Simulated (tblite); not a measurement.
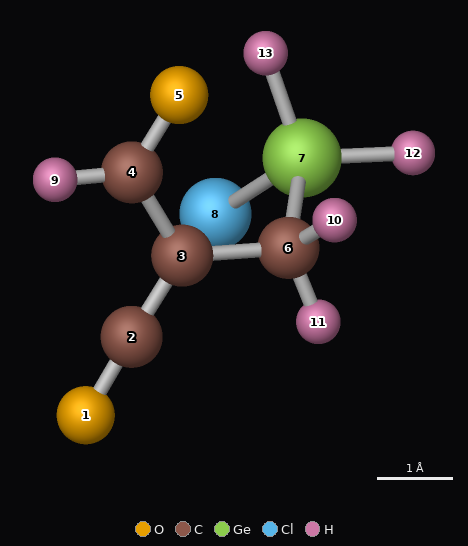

*The starting structure (ball-and-stick view, seen at a tilt; atoms are numbered from 1 in the order of the input). Sticks mark near contacts.*

Bond lengths as drawn: Cl–Ge 2.16 Å, C–C 1.30 to 1.49 Å, C–Ge 1.96 Å, C–H 1.08 to 1.11 Å, C–O 1.24 to 1.25 Å and Ge–H 1.54 to 1.55 Å.

## C$_{4}$H$_{5}$ClGeO$_{2}$: geometry relaxation (part 1 of 4)

- system: C$_{4}$H$_{5}$ClGeO$_{2}$
- method: GFN2-xTB geometry optimisation, gas phase (tblite 0.8.0)

It belongs to a series of runs on one base structure; here: GeH2 inserted into a C-Cl bond.

## Output
```
step      E/eV     max force
  0    -699.18883    6.561
  1    -698.70785   18.490
  2    -699.59572    3.087
  3    -699.64511    1.728
  4    -699.68208    0.581
  5    -699.69401    0.376
  6    -699.71093    0.502
  7    -699.71724    0.287
  8    -699.72268    0.243
  9    -699.72723    0.239
 10    -699.73246    0.314
 11    -699.73766    0.266
 12    -699.74206    0.151
 13    -699.74569    0.172
 14    -699.74964    0.190
 15    -699.75448    0.225
 16    -699.75897    0.188
 17    -699.76171    0.148
 18    -699.76344    0.112
 19    -699.76499    0.120
 20    -699.76699    0.121
 21    -699.76928    0.155
 22    -699.77130    0.155
 23    -699.77298    0.115
 24    -699.77445    0.125
 25    -699.77576    0.090
 26    -699.77700    0.086
 27    -699.77822    0.090
 28    -699.77943    0.116
 29    -699.78051    0.101
 30    -699.78137    0.081
 31    -699.78215    0.069
 32    -699.78318    0.090
 33    -699.78475    0.121
 34    -699.78700    0.136
 35    -699.78937    0.136
 36    -699.79134    0.138
 37    -699.79281    0.130
 38    -699.79452    0.119
 39    -699.79642    0.154
 40    -699.79912    0.152
 41    -699.80178    0.127
 42    -699.80445    0.144
 43    -699.80749    0.172
 44    -699.81235    0.291
 45    -699.81948    0.364
 46    -699.82422    0.808
 47    -699.83351    0.520
 48    -699.84206    0.662
 49    -699.85364    0.254
 50    -699.86014    0.512
 51    -699.86557    0.278
 52    -699.87116    0.212
 53    -699.87318    0.155
 54    -699.87577    0.156
 55    -699.87811    0.145
 56    -699.88035    0.216
 57    -699.88295    0.136
 58    -699.88643    0.155
 59    -699.88980    0.241
 60    -699.89151    0.226
 61    -699.89359    0.138
 62    -699.89497    0.095
 63    -699.89604    0.092
 64    -699.89672    0.090
 65    -699.89716    0.088
 66    -699.89752    0.084
 67    -699.89792    0.064
 68    -699.89829    0.062
 69    -699.89855    0.057
 70    -699.89869    0.047
 71    -699.89880    0.029
 72    -699.89893    0.041
 73    -699.89914    0.052
 74    -699.89936    0.052
 75    -699.89952    0.047
 76    -699.89961    0.029
 77    -699.89965    0.029
 78    -699.89969    0.026
 79    -699.89972    0.012
 80    -699.89975    0.010
```

## Trajectory as extended XYZ (Å, eV, eV/Å), 61 of the 81 frames kept, from step=0 to step=80
```
13
Properties=species:S:1:pos:R:3:forces:R:3 step=0 energy=-699.18883
O    -1.2523   -2.9757   -0.2620    0.9210   6.3620   1.0270
C    -1.0639   -1.7663   -0.0569   -0.8330  -6.4270  -1.0200
C    -0.8355   -0.5044    0.1821   -1.2610   0.1460  -0.5790
C    -1.7724    0.4990   -0.3989    1.5090   2.9120   1.5580
O    -1.6347    1.7170   -0.1361   -0.1830  -3.0090  -0.6930
C     0.2976   -0.0828    1.0535    0.0300  -0.2070   1.0720
Ge    1.7071    0.7535   -0.0154    0.5760   0.6780  -0.6470
Cl    2.4272   -0.6562   -1.4860   -0.2950   0.4660   0.5000
H    -2.5834    0.1694   -1.0254   -0.2370  -0.3800  -0.2220
H    -0.0559    0.6352    1.8292    0.1150  -0.4450  -0.5510
H     0.7421   -0.9575    1.5816   -0.4280   0.4330  -0.2750
H     2.8738    1.1590    0.9177   -0.2320  -0.1190  -0.2850
H     1.1459    2.0103   -0.7154    0.3190  -0.4120   0.1150
13
Properties=species:S:1:pos:R:3:forces:R:3 step=1 energy=-698.70785
O    -1.2392   -2.8848   -0.2473   -2.2810 -14.2060  -2.4600
C    -1.0758   -1.8581   -0.0715    2.8910  17.9990   3.0900
C    -0.8535   -0.5023    0.1738   -1.2310  -3.1060  -0.7810
C    -1.7509    0.5406   -0.3767   -0.0610  -4.5660  -0.5070
O    -1.6373    1.6740   -0.1460    0.6220   3.9550   0.7940
C     0.2980   -0.0858    1.0688   -0.1870  -0.2490  -0.1450
Ge    1.7153    0.7632   -0.0247    0.1230   0.3850  -0.1210
Cl    2.4230   -0.6495   -1.4789   -0.2110   0.3580   0.3470
H    -2.5868    0.1639   -1.0286    0.3440  -0.1460   0.2270
H    -0.0542    0.6289    1.8213    0.0050  -0.1830  -0.1700
H     0.7360   -0.9513    1.5777   -0.2350   0.0690   0.0040
H     2.8705    1.1573    0.9137   -0.0820  -0.0410  -0.2840
H     1.1505    2.0044   -0.7137    0.3010  -0.2680   0.0050
13
Properties=species:S:1:pos:R:3:forces:R:3 step=3 energy=-699.64511
O    -1.2462   -2.9270   -0.2549    0.1170   0.7460   0.1130
C    -1.0653   -1.7942   -0.0608   -0.0620  -0.3700  -0.0820
C    -0.8628   -0.5164    0.1722   -0.2130  -0.1340   0.1090
C    -1.7529    0.5034   -0.3811    0.3110   1.5470   0.4930
O    -1.6287    1.7047   -0.1390    0.1050  -1.6980  -0.3010
C     0.2937   -0.0896    1.0655   -0.1410  -0.1030  -0.1940
Ge    1.7186    0.7696   -0.0285    0.0390   0.2330  -0.0960
Cl    2.4187   -0.6423   -1.4717   -0.1870   0.3120   0.3010
H    -2.5801    0.1612   -1.0242    0.1600  -0.1750   0.0980
H    -0.0550    0.6254    1.8178   -0.0680  -0.1560  -0.1880
H     0.7316   -0.9503    1.5776   -0.1990   0.0040  -0.0090
H     2.8682    1.1562    0.9086   -0.0890  -0.0490  -0.2150
H     1.1557    1.9998   -0.7135    0.2270  -0.1570  -0.0280
13
Properties=species:S:1:pos:R:3:forces:R:3 step=4 energy=-699.68208
O    -1.2448   -2.9180   -0.2537   -0.0480  -0.3120  -0.0700
C    -1.0654   -1.7953   -0.0613    0.0620   0.5730   0.0740
C    -0.8672   -0.5196    0.1737   -0.1500  -0.0220   0.1170
C    -1.7501    0.5127   -0.3765    0.0980   0.0470   0.1470
O    -1.6251    1.6921   -0.1408    0.2530  -0.2230  -0.0050
C     0.2908   -0.0919    1.0623   -0.0560  -0.0470  -0.1920
Ge    1.7201    0.7741   -0.0309   -0.0510   0.1120   0.0220
Cl    2.4152   -0.6365   -1.4661   -0.1510   0.2590   0.2320
H    -2.5762    0.1584   -1.0217    0.1590  -0.1470   0.1070
H    -0.0560    0.6226    1.8145   -0.0820  -0.1280  -0.1630
H     0.7281   -0.9499    1.5774   -0.1700  -0.0200  -0.0100
H     2.8664    1.1553    0.9047   -0.0530  -0.0270  -0.1850
H     1.1598    1.9966   -0.7138    0.1890  -0.0640  -0.0750
13
Properties=species:S:1:pos:R:3:forces:R:3 step=5 energy=-699.69401
O    -1.2444   -2.9154   -0.2536   -0.0460  -0.3030  -0.0700
C    -1.0654   -1.7923   -0.0613    0.0220   0.3730   0.0430
C    -0.8708   -0.5197    0.1764   -0.0720   0.0360   0.1250
C    -1.7481    0.5136   -0.3734    0.0100  -0.3110   0.0280
O    -1.6194    1.6872   -0.1408    0.2780   0.2200   0.0700
C     0.2889   -0.0935    1.0581    0.0020  -0.0130  -0.1180
Ge    1.7199    0.7773   -0.0313   -0.0940   0.0570   0.0740
Cl    2.4116   -0.6303   -1.4604   -0.1200   0.2020   0.1700
H    -2.5722    0.1551   -1.0190    0.1250  -0.1280   0.0930
H    -0.0577    0.6195    1.8108   -0.0870  -0.0950  -0.1390
H     0.7241   -0.9501    1.5772   -0.1490  -0.0280  -0.0260
H     2.8650    1.1545    0.9003   -0.0260  -0.0120  -0.1480
H     1.1643    1.9945   -0.7151    0.1560   0.0010  -0.1010
13
Properties=species:S:1:pos:R:3:forces:R:3 step=7 energy=-699.71724
O    -1.2438   -2.9113   -0.2550   -0.0180  -0.0840  -0.0430
C    -1.0675   -1.7857   -0.0621   -0.0580  -0.1890  -0.0170
C    -0.8810   -0.5189    0.1892    0.0690  -0.0530   0.0310
C    -1.7429    0.5087   -0.3638   -0.0010  -0.0890  -0.0190
O    -1.5922    1.6822   -0.1391    0.1600   0.2380   0.0030
C     0.2859   -0.0971    1.0455    0.0610   0.0270   0.1180
Ge    1.7132    0.7877   -0.0276   -0.1530   0.0030   0.1270
Cl    2.3975   -0.6070   -1.4401   -0.0190  -0.0070  -0.0440
H    -2.5577    0.1411   -1.0084   -0.0250  -0.0260   0.0310
H    -0.0667    0.6087    1.7956   -0.0910   0.0540   0.0020
H     0.7074   -0.9524    1.5747   -0.0350  -0.0670  -0.0360
H     2.8610    1.1526    0.8835    0.0570   0.0330  -0.0100
H     1.1823    1.9918   -0.7245    0.0540   0.1600  -0.1440
13
Properties=species:S:1:pos:R:3:forces:R:3 step=8 energy=-699.72268
O    -1.2442   -2.9137   -0.2568   -0.0120   0.0150  -0.0290
C    -1.0695   -1.7872   -0.0625   -0.0460  -0.2380  -0.0070
C    -0.8821   -0.5206    0.1938    0.0430  -0.0970  -0.0350
C    -1.7409    0.5079   -0.3607    0.0680   0.1190   0.0220
O    -1.5801    1.6843   -0.1391    0.0840  -0.0330  -0.0670
C     0.2867   -0.0974    1.0450   -0.0340  -0.0130   0.1350
Ge    1.7069    0.7908   -0.0229   -0.0900   0.0570   0.0450
Cl    2.3929   -0.6003   -1.4353   -0.0110  -0.0420  -0.0700
H    -2.5543    0.1362   -1.0046   -0.0380   0.0390   0.0410
H    -0.0718    0.6071    1.7912   -0.0820   0.0850   0.0620
H     0.7015   -0.9550    1.5729    0.0200  -0.0740  -0.0040
H     2.8615    1.1529    0.8782    0.0570   0.0400   0.0200
H     1.1891    1.9955   -0.7313    0.0410   0.1410  -0.1120
13
Properties=species:S:1:pos:R:3:forces:R:3 step=9 energy=-699.72723
O    -1.2452   -2.9173   -0.2591   -0.0160   0.0390  -0.0260
C    -1.0716   -1.7910   -0.0626   -0.0210  -0.1800   0.0110
C    -0.8822   -0.5241    0.1967    0.0100  -0.0920  -0.0740
C    -1.7380    0.5084   -0.3581    0.1070   0.1820   0.0290
O    -1.5685    1.6864   -0.1403    0.0390  -0.2130  -0.1020
C     0.2866   -0.0979    1.0472   -0.1250  -0.0500   0.1130
Ge    1.7000    0.7944   -0.0182   -0.0120   0.1010  -0.0450
Cl    2.3889   -0.5958   -1.4329   -0.0200  -0.0440  -0.0630
H    -2.5523    0.1331   -1.0005   -0.0280   0.1000   0.0610
H    -0.0777    0.6074    1.7889   -0.0690   0.0780   0.0990
H     0.6972   -0.9586    1.5715    0.0590  -0.0600   0.0330
H     2.8630    1.1540    0.8744    0.0380   0.0410   0.0300
H     1.1954    2.0013   -0.7391    0.0370   0.1000  -0.0680
13
Properties=species:S:1:pos:R:3:forces:R:3 step=11 energy=-699.73766
O    -1.2495   -2.9288   -0.2672   -0.0330  -0.0180  -0.0240
C    -1.0769   -1.8048   -0.0611    0.0300   0.0620   0.0370
C    -0.8816   -0.5368    0.1989   -0.0320  -0.0340  -0.0530
C    -1.7265    0.5098   -0.3535    0.0780  -0.0040  -0.0380
O    -1.5383    1.6864   -0.1475    0.0450  -0.2490  -0.0810
C     0.2785   -0.1020    1.0590   -0.1460  -0.0490  -0.0020
Ge    1.6843    0.8084   -0.0109    0.0970   0.0810  -0.1460
Cl    2.3782   -0.5880   -1.4313   -0.0600   0.0010  -0.0030
H    -2.5492    0.1337   -0.9870   -0.0200   0.1680   0.0680
H    -0.0953    0.6121    1.7904   -0.0310  -0.0470   0.1060
H     0.6916   -0.9696    1.5709    0.0810   0.0490   0.0870
H     2.8684    1.1593    0.8677   -0.0370   0.0350   0.0160
H     1.2120    2.0209   -0.7605    0.0280   0.0030   0.0320
13
Properties=species:S:1:pos:R:3:forces:R:3 step=12 energy=-699.74206
O    -1.2522   -2.9340   -0.2713   -0.0350  -0.0400  -0.0190
C    -1.0788   -1.8114   -0.0598    0.0300   0.1020   0.0230
C    -0.8815   -0.5433    0.1983   -0.0170  -0.0110   0.0010
C    -1.7198    0.5084   -0.3531    0.0260  -0.1220  -0.0700
O    -1.5237    1.6828   -0.1525    0.0900  -0.1120  -0.0420
C     0.2715   -0.1048    1.0650   -0.0430  -0.0010  -0.0480
Ge    1.6794    0.8163   -0.0111    0.0720   0.0170  -0.1030
Cl    2.3722   -0.5852   -1.4313   -0.0700   0.0180   0.0150
H    -2.5489    0.1385   -0.9794   -0.0500   0.1380   0.0300
H    -0.1039    0.6134    1.7942   -0.0160  -0.1180   0.0740
H     0.6915   -0.9734    1.5728    0.0600   0.1120   0.0820
H     2.8701    1.1628    0.8656   -0.0650   0.0320   0.0030
H     1.2197    2.0303   -0.7695    0.0190  -0.0150   0.0550
13
Properties=species:S:1:pos:R:3:forces:R:3 step=13 energy=-699.74569
O    -1.2549   -2.9377   -0.2748   -0.0320  -0.0390  -0.0110
C    -1.0800   -1.8161   -0.0585    0.0160   0.0600  -0.0010
C    -0.8817   -0.5486    0.1980    0.0100   0.0060   0.0480
C    -1.7141    0.5053   -0.3542   -0.0160  -0.1540  -0.0740
O    -1.5103    1.6777   -0.1573    0.1300   0.0140  -0.0160
C     0.2654   -0.1069    1.0690    0.0680   0.0460  -0.0650
Ge    1.6769    0.8229   -0.0131    0.0160  -0.0400  -0.0290
Cl    2.3661   -0.5827   -1.4312   -0.0680   0.0160   0.0120
H    -2.5497    0.1450   -0.9730   -0.0880   0.0810  -0.0170
H    -0.1111    0.6121    1.7987   -0.0070  -0.1540   0.0400
H     0.6926   -0.9741    1.5758    0.0400   0.1470   0.0610
H     2.8702    1.1661    0.8640   -0.0770   0.0290  -0.0040
H     1.2262    2.0375   -0.7755    0.0080  -0.0130   0.0580
13
Properties=species:S:1:pos:R:3:forces:R:3 step=15 energy=-699.75448
O    -1.2633   -2.9465   -0.2835   -0.0200   0.0180   0.0130
C    -1.0823   -1.8274   -0.0563   -0.0090  -0.1050  -0.0440
C    -0.8817   -0.5622    0.2008    0.0390   0.0000   0.0690
C    -1.7003    0.4937   -0.3596   -0.0550   0.0140  -0.0130
O    -1.4674    1.6625   -0.1715    0.1480   0.1130  -0.0290
C     0.2563   -0.1087    1.0741    0.2010   0.0910  -0.0430
Ge    1.6702    0.8366   -0.0184   -0.1070  -0.0830   0.1200
Cl    2.3461   -0.5753   -1.4299   -0.0430  -0.0240  -0.0280
H    -2.5581    0.1646   -0.9587   -0.1020  -0.0500  -0.0740
H    -0.1295    0.5983    1.8114    0.0090  -0.1120  -0.0240
H     0.6977   -0.9659    1.5868    0.0380   0.1220  -0.0060
H     2.8650    1.1763    0.8593   -0.0730   0.0170   0.0020
H     1.2430    2.0545   -0.7866   -0.0250   0.0000   0.0560
13
Properties=species:S:1:pos:R:3:forces:R:3 step=16 energy=-699.75897
O    -1.2690   -2.9521   -0.2885   -0.0160   0.0430   0.0220
C    -1.0835   -1.8346   -0.0557   -0.0060  -0.1250  -0.0390
C    -0.8811   -0.5703    0.2042    0.0220  -0.0090   0.0290
C    -1.6931    0.4877   -0.3631   -0.0370   0.1270   0.0330
O    -1.4382    1.6543   -0.1810    0.1030   0.0590  -0.0680
C     0.2554   -0.1077    1.0754    0.1490   0.0590  -0.0180
Ge    1.6640    0.8429   -0.0193   -0.1240  -0.0510   0.1320
Cl    2.3328   -0.5712   -1.4295   -0.0330  -0.0430  -0.0410
H    -2.5656    0.1754   -0.9520   -0.0400  -0.0800  -0.0490
H    -0.1401    0.5867    1.8186    0.0200  -0.0400  -0.0430
H     0.7019   -0.9575    1.5937    0.0660   0.0610  -0.0350
H     2.8596    1.1828    0.8565   -0.0610   0.0050   0.0150
H     1.2525    2.0640   -0.7913   -0.0420  -0.0070   0.0610
13
Properties=species:S:1:pos:R:3:forces:R:3 step=17 energy=-699.76171
O    -1.2728   -2.9553   -0.2909   -0.0160   0.0360   0.0200
C    -1.0837   -1.8389   -0.0559    0.0040  -0.0730  -0.0160
C    -0.8805   -0.5748    0.2065   -0.0010  -0.0060  -0.0100
C    -1.6901    0.4859   -0.3649    0.0010   0.1380   0.0540
O    -1.4201    1.6506   -0.1877    0.0530   0.0110  -0.0950
C     0.2577   -0.1059    1.0751    0.0410   0.0030  -0.0020
Ge    1.6590    0.8452   -0.0178   -0.0890  -0.0090   0.0830
Cl    2.3246   -0.5698   -1.4301   -0.0350  -0.0390  -0.0320
H    -2.5708    0.1805   -0.9493    0.0280  -0.0690  -0.0060
H    -0.1452    0.5788    1.8220    0.0250   0.0220  -0.0410
H     0.7061   -0.9509    1.5972    0.0910   0.0050  -0.0460
H     2.8549    1.1866    0.8554   -0.0500  -0.0040   0.0260
H     1.2566    2.0685   -0.7918   -0.0520  -0.0150   0.0650
13
Properties=species:S:1:pos:R:3:forces:R:3 step=19 energy=-699.76499
O    -1.2763   -2.9568   -0.2910   -0.0140  -0.0110   0.0060
C    -1.0828   -1.8416   -0.0565    0.0020   0.0610   0.0210
C    -0.8801   -0.5767    0.2076   -0.0170   0.0100  -0.0230
C    -1.6893    0.4889   -0.3643    0.0500   0.0040   0.0080
O    -1.4070    1.6518   -0.1970    0.0050  -0.0110  -0.0870
C     0.2622   -0.1044    1.0734   -0.0960  -0.0700   0.0140
Ge    1.6521    0.8445   -0.0130    0.0190   0.0290  -0.0450
Cl    2.3175   -0.5717   -1.4322   -0.0520   0.0020   0.0130
H    -2.5726    0.1800   -0.9488    0.0890  -0.0110   0.0570
H    -0.1454    0.5741    1.8217    0.0200   0.0630  -0.0140
H     0.7153   -0.9448    1.5968    0.0860  -0.0440  -0.0430
H     2.8478    1.1883    0.8571   -0.0340  -0.0130   0.0370
H     1.2543    2.0689   -0.7858   -0.0580  -0.0090   0.0560
```
